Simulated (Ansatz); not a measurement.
The figure comes from a scan of InSb (zinc blende): the cell is scaled evenly about its relaxed volume V₀. Method: r2SCAN (plane waves to 500 eV, PAW, scalar-relativistic; Ansatz, a quantum-chemistry and plane-wave program). k mesh 12×12×12 (Γ-centred), Fermi-Dirac smearing 0.05 eV. The energy includes the smearing's −TS. At this level the bands of InSb touch or barely overlap; measurements give the solid a gap. InSb was relaxed with its symmetry unable to fall. Spin-orbit coupling is left out, though Sb is heavy. The PAW data are Ansatz's earlier set. ΔE is measured from the relaxed starting cell.

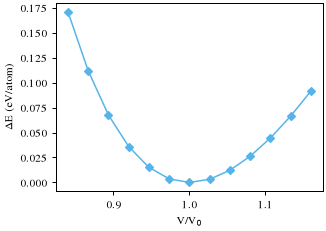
*ΔE (eV/atom) against V/V₀; one marker a computed point.*

Q: List the plotted points as numbers.

A: To the nearest 0.005:

```json
[
 {"V/V₀": "0.840", "ΔE (eV/atom)": "0.170"},
 {"V/V₀": "0.867", "ΔE (eV/atom)": "0.110"},
 {"V/V₀": "0.893", "ΔE (eV/atom)": "0.070"},
 {"V/V₀": "0.920", "ΔE (eV/atom)": "0.035"},
 {"V/V₀": "0.947", "ΔE (eV/atom)": "0.015"},
 {"V/V₀": "0.973", "ΔE (eV/atom)": "0.005"},
 {"V/V₀": "1.000", "ΔE (eV/atom)": "0.000"},
 {"V/V₀": "1.027", "ΔE (eV/atom)": "0.005"},
 {"V/V₀": "1.053", "ΔE (eV/atom)": "0.010"},
 {"V/V₀": "1.080", "ΔE (eV/atom)": "0.025"},
 {"V/V₀": "1.107", "ΔE (eV/atom)": "0.045"},
 {"V/V₀": "1.133", "ΔE (eV/atom)": "0.065"},
 {"V/V₀": "1.160", "ΔE (eV/atom)": "0.090"}
]
```

(Under strain, the slope of the energy per volume gives the stress and its curvature an elastic modulus.)
